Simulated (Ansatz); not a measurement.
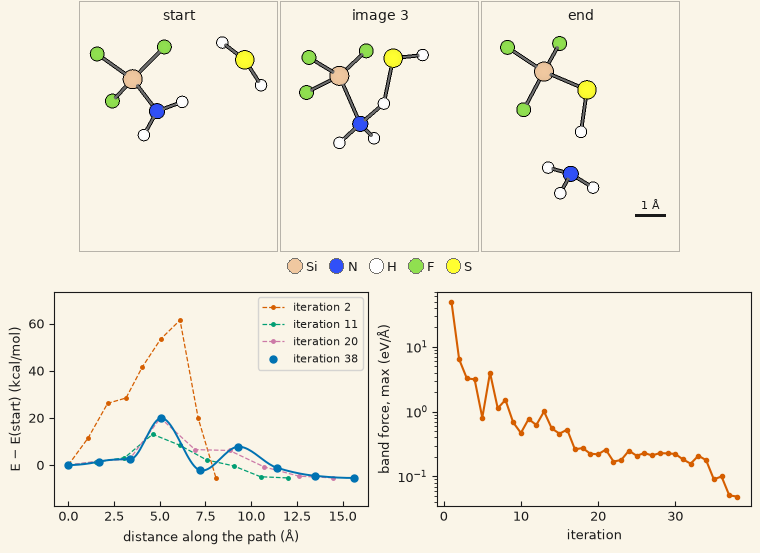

A nudged-elastic-band calculation for SiNH$_{4}$SF$_{3}$, made up at the start of SiNH2F3 and H$_{2}$S. Images are numbered from 0 (start) to 8 (end). The plot follows the band through its iterations. A ball-and-stick model, seen at a tilt.

These are results of RKS PBE/def2-SVP in Ansatz, not measurements. Settings: 7 movable images; climbing image; force threshold 0.05 eV/Å; iteration limit 60; starting path through a guess of the saddle point.

Q: How did the profile develop, and is the result final?

A: The run is converged, with reservations. The band converged in 38 iterations. The largest component of the band force went from 50 to 0.049 eV/Å. The climbing image converged on the top of the path. Its vibrational analysis gives one imaginary mode (815i cm⁻¹), as a transition state must have. The first iteration put the highest image at 380.3 kcal/mol. Forward barrier 19.9 kcal/mol, backward barrier 25.4 kcal/mol, with image 3 at the top; the reaction energy is −5.4 kcal/mol. The profile has 2 maxima (images 3, 5) with a dip at image 4 (−2.2 kcal/mol), so the process runs in steps.

Limits of the set-up: the start holds two separate molecules, 2.3 Å apart at their closest, whose relative position is a soft coordinate and is computed without a dispersion correction.

Cost: 5.1 min on 4 threads of Arm Neoverse V1, with other jobs on the host, peak memory 0.18 GiB.
